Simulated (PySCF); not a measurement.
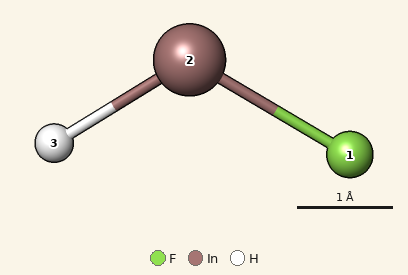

Figure 1. The structure as given in the input (ball-and-stick view, seen at a tilt; atoms are numbered from 1 in the order of the input). Sticks mark near contacts. Bond lengths as drawn: F–In 1.97 Å and H–In 1.78 Å.

**InHF: polarizability calculation**

The run: polarizability calculation of InHF, multiplicity 2, SMILES [F][InH]. Method and program: HF/TZP, UHF (PySCF 2.14.0).

The run did not end well. The geometry comes from this level: PBE0-D4/def2-TZVP.

### Output
```
PySCF version 2.14.0

[INPUT] num. atoms = 3
[INPUT] num. electrons = 59
[INPUT] charge = 0
[INPUT] spin (= nelec alpha-beta = 2S) = 1
[INPUT] symmetry False subgroup None
[INPUT] Mole.unit = bohr
[INPUT] Symbol           X                Y                Z      unit          X                Y                Z       unit  Magmom
[INPUT]  1 F      1.088400045522   0.989499999864   0.694300080284 AA    2.056778000000   1.869884000000   1.312037000000 Bohr   0.0
[INPUT]  2 In    -0.522500052873   0.355100133970  -0.244800023658 AA   -0.987382000000   0.671042000000  -0.462605000000 Bohr   0.0
[INPUT]  3 H     -0.576899999332  -1.409400000020  -0.462799867468 AA   -1.090183000000  -2.663380000000  -0.874565000000 Bohr   0.0

nuclear repulsion = 134.577506505405
number of shells = 40
number of NR pGTOs = 197
number of NR cGTOs = 118
basis = tzp
ecp = {}

******** <class 'pyscf.scf.uhf.UHF'> ********
method = UHF
initial guess = minao
damping factor = 0
level_shift factor = 0
DIIS = <class 'pyscf.scf.diis.EDIIS'>
diis_start_cycle = 1
diis_space = 8
diis_damp = 0
SCF conv_tol = 1e-09
SCF conv_tol_grad = None
SCF max_cycles = 50
direct_scf = True
direct_scf_tol = 1e-13
number electrons alpha = 30  beta = 29
Set gradient conv threshold to 3.16228e-05
init E= -5811.01236308825
  alpha nocc = 30  HOMO = -0.338379636739088  LUMO = -0.176345283054552
  beta  nocc = 29  HOMO = -0.644474783856522  LUMO = -0.338379636739088

WARN: HOMO -0.338379636739088 >= LUMO -0.338379636739088

cycle= 1 E= -5835.13061710905  delta_E= -24.1  |g|= 1.01  |ddm|= 2.12
  alpha nocc = 30  HOMO = -0.297538874339956  LUMO = 0.0358684413137591
  beta  nocc = 29  HOMO = -0.362000274999895  LUMO = -0.0229817368508247
  HOMO = -0.29753887434  LUMO = -0.0229817368508  gap/eV = 7.47108
cycle= 2 E= -5835.19419415835  delta_E= -0.0636  |g|= 0.382  |ddm|= 0.674
  alpha nocc = 30  HOMO = -0.334938139748286  LUMO = 0.0295898227906806
  beta  nocc = 29  HOMO = -0.442284733580767  LUMO = -0.0200782688117644
  HOMO = -0.334938139748  LUMO = -0.0200782688118  gap/eV = 8.56777
cycle= 3 E= -5835.23511138465  delta_E= -0.0409  |g|= 0.0615  |ddm|= 0.205
  alpha nocc = 30  HOMO = -0.334938140653496  LUMO = 0.0295898225214311
  beta  nocc = 29  HOMO = -0.442284734676407  LUMO = -0.0200782687505539
  HOMO = -0.334938140653  LUMO = -0.0200782687506  gap/eV = 8.56777
cycle= 4 E= -5835.23511138439  delta_E= 2.59e-10  |g|= 0.0615  |ddm|= 7.53e-09
  alpha nocc = 30  HOMO = -0.34806232253026  LUMO = 0.0263222370136578
  beta  nocc = 29  HOMO = -0.451632388233538  LUMO = -0.0164628096397523
  HOMO = -0.34806232253  LUMO = -0.0164628096398  gap/eV = 9.02328
cycle= 5 E= -5835.23735509616  delta_E= -0.00224  |g|= 0.0524  |ddm|= 0.108
  alpha nocc = 30  HOMO = -0.348062322577784  LUMO = 0.0263222368916591
  beta  nocc = 29  HOMO = -0.45163238888978  LUMO = -0.0164628099119353
  HOMO = -0.348062322578  LUMO = -0.0164628099119  gap/eV = 9.02328
cycle= 6 E= -5835.23735509547  delta_E= 6.88e-10  |g|= 0.0524  |ddm|= 1.1e-08
  alpha nocc = 30  HOMO = -0.348816786244713  LUMO = 0.0275459023707816
  beta  nocc = 29  HOMO = -0.451173786438024  LUMO = -0.0127702906956884
  HOMO = -0.348816786245  LUMO = -0.0127702906957  gap/eV = 9.14429
cycle= 7 E= -5835.23831318665  delta_E= -0.000958  |g|= 0.0372  |ddm|= 0.0485
  alpha nocc = 30  HOMO = -0.348816786157981  LUMO = 0.0275459018869859
  beta  nocc = 29  HOMO = -0.451173788005212  LUMO = -0.0127702919958432
  HOMO = -0.348816786158  LUMO = -0.0127702919958  gap/eV = 9.14429
cycle= 8 E= -5835.23831318549  delta_E= 1.16e-09  |g|= 0.0372  |ddm|= 2.81e-08
  alpha nocc = 30  HOMO = -0.34881678617665  LUMO = 0.027545901991392
  beta  nocc = 29  HOMO = -0.451173787669919  LUMO = -0.0127702917174946
  HOMO = -0.348816786177  LUMO = -0.0127702917175  gap/eV = 9.14429
cycle= 9 E= -5835.23831318572  delta_E= -2.31e-10  |g|= 0.0372  |ddm|= 6.01e-09
  alpha nocc = 30  HOMO = -0.348816786163767  LUMO = 0.0275459019181423
  beta  nocc = 29  HOMO = -0.451173787902563  LUMO = -0.0127702919107493
  HOMO = -0.348816786164  LUMO = -0.0127702919107  gap/eV = 9.14429
cycle= 10 E= -5835.23831318556  delta_E= 1.62e-10  |g|= 0.0372  |ddm|= 4.17e-09
  alpha nocc = 30  HOMO = -0.350381163210061  LUMO = 0.0281895232922631
  beta  nocc = 29  HOMO = -0.449685804289285  LUMO = -0.010016231392846
  HOMO = -0.35038116321  LUMO = -0.0100162313928  gap/eV = 9.26180
[... cycles 11 to 40 left out ...]
cycle= 41 E= -5835.23943929211  delta_E= -5.87e-08  |g|= 0.000359  |ddm|= 0.000163
  alpha nocc = 30  HOMO = -0.352116884160667  LUMO = 0.0291719532059553
  beta  nocc = 29  HOMO = -0.453495700970467  LUMO = -0.00774551519167077
  HOMO = -0.352116884161  LUMO = -0.00774551519167  gap/eV = 9.37082
cycle= 42 E= -5835.23943937919  delta_E= -8.71e-08  |g|= 0.000337  |ddm|= 0.000256
  alpha nocc = 30  HOMO = -0.352110780912122  LUMO = 0.0291771305784629
  beta  nocc = 29  HOMO = -0.453509480836012  LUMO = -0.00775041254091402
  HOMO = -0.352110780912  LUMO = -0.00775041254091  gap/eV = 9.37052
cycle= 43 E= -5835.23943951602  delta_E= -1.37e-07  |g|= 0.000304  |ddm|= 0.000439
  alpha nocc = 30  HOMO = -0.352108061468748  LUMO = 0.029179445058851
  beta  nocc = 29  HOMO = -0.45351607928039  LUMO = -0.00775230728261822
  HOMO = -0.352108061469  LUMO = -0.00775230728262  gap/eV = 9.37040
cycle= 44 E= -5835.23943956996  delta_E= -5.39e-08  |g|= 0.000289  |ddm|= 0.000188
  alpha nocc = 30  HOMO = -0.352105006469227  LUMO = 0.0291820438994175
  beta  nocc = 29  HOMO = -0.453523651109565  LUMO = -0.00775432954617905
  HOMO = -0.352105006469  LUMO = -0.00775432954618  gap/eV = 9.37026
cycle= 45 E= -5835.23943962657  delta_E= -5.66e-08  |g|= 0.000272  |ddm|= 0.000208
  alpha nocc = 30  HOMO = -0.352099594130731  LUMO = 0.0291866457812817
  beta  nocc = 29  HOMO = -0.453537402376707  LUMO = -0.00775768824387169
  HOMO = -0.352099594131  LUMO = -0.00775768824387  gap/eV = 9.37002
cycle= 46 E= -5835.2394397171  delta_E= -9.05e-08  |g|= 0.000243  |ddm|= 0.000361
  alpha nocc = 30  HOMO = -0.352098136907758  LUMO = 0.0291878644736114
  beta  nocc = 29  HOMO = -0.453540909151051  LUMO = -0.00775868530848123
  HOMO = -0.352098136908  LUMO = -0.00775868530848  gap/eV = 9.36995
cycle= 47 E= -5835.23943973992  delta_E= -2.28e-08  |g|= 0.000236  |ddm|= 9.79e-05
  alpha nocc = 30  HOMO = -0.352094893107672  LUMO = 0.0291905811623925
  beta  nocc = 29  HOMO = -0.453548778225747  LUMO = -0.00776087026982419
  HOMO = -0.352094893108  LUMO = -0.00776087026982  gap/eV = 9.36981
cycle= 48 E= -5835.23943978803  delta_E= -4.81e-08  |g|= 0.000219  |ddm|= 0.000217
  alpha nocc = 30  HOMO = -0.352092505300577  LUMO = 0.0291925586030521
  beta  nocc = 29  HOMO = -0.453554347935644  LUMO = -0.00776258539197627
  HOMO = -0.352092505301  LUMO = -0.00776258539198  gap/eV = 9.36969
cycle= 49 E= -5835.23943982141  delta_E= -3.34e-08  |g|= 0.000206  |ddm|= 0.000161
  alpha nocc = 30  HOMO = -0.352090156319974  LUMO = 0.029194495742189
  beta  nocc = 29  HOMO = -0.453559772435668  LUMO = -0.00776429349183694
  HOMO = -0.35209015632  LUMO = -0.00776429349184  gap/eV = 9.36958
cycle= 50 E= -5835.23943985226  delta_E= -3.08e-08  |g|= 0.000194  |ddm|= 0.000158
```

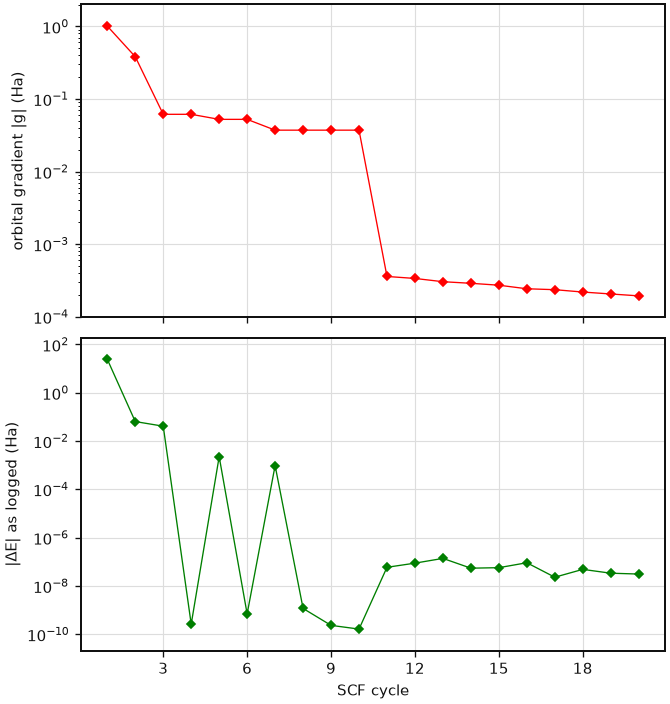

Figure 2. Convergence of the self-consistent field: orbital gradient |g| and size of the energy change against the SCF cycle. All cycles printed in the log are drawn one after another.

```
SCF not converged.
SCF energy = -5835.23943985226 after 50 cycles  <S^2> = 0.77451579  2S+1 = 2.0243673
E(HF) = -5835.239439852
Isotropic polarizability 34.0307946125
Polarizability anisotropy 8.54666464925
isotropic polarizability 34.0308 bohr^3
```

The run was set up as follows.

### The input (job.py)
```python
# [F][InH]
import numpy
from pyscf import gto, scf
from pyscf.prop.polarizability import uhf

mol = gto.M(
    atom='''
F      2.056778     1.869884     1.312037
In    -0.987382     0.671042    -0.462605
H     -1.090183    -2.663380    -0.874565
''',
    spin=1,
    unit='bohr',
    basis='tzp',
    verbose=4,
    charge=0,
    max_memory=1860,
)

calc0 = mol.UHF()
calc0.DIIS = scf.EDIIS
calc0.kernel()

etot = calc0.e_tot
print('E(%s) = %.9f' % ('HF', etot))
pol = uhf.Polarizability(calc0)
alpha = pol.polarizability()
print('isotropic polarizability %.4f bohr^3' % (numpy.trace(alpha) / 3))
alpha_w = pol.polarizability_with_freq(freq=0.0774)
beta = pol.hyper_polarizability()
```

Launch command:
```bash
OMP_NUM_THREADS=1 python job.py
```

### Outcome

```csv
quantity,value
outcome,not converged
total energy,−5835.239440 hartree
basis functions,118
⟨S²⟩,0.775
dipole moment,3.27 D
hardware,"1 thread of Arm Neoverse V1, 24 GiB of memory available, shared host"
wall time,49 s
peak memory,0.32 GiB
```

### What went wrong

Settings chosen away from the usual ones: tied set to false; solver set to EDIIS (from DIIS). The run did not converge. Its last values are not results. The SCF reached its limit of 50 cycles. The record of the run, not the program, notes: logged alpha LUMO and gap are faulty; no relativistic term for heavy atoms.
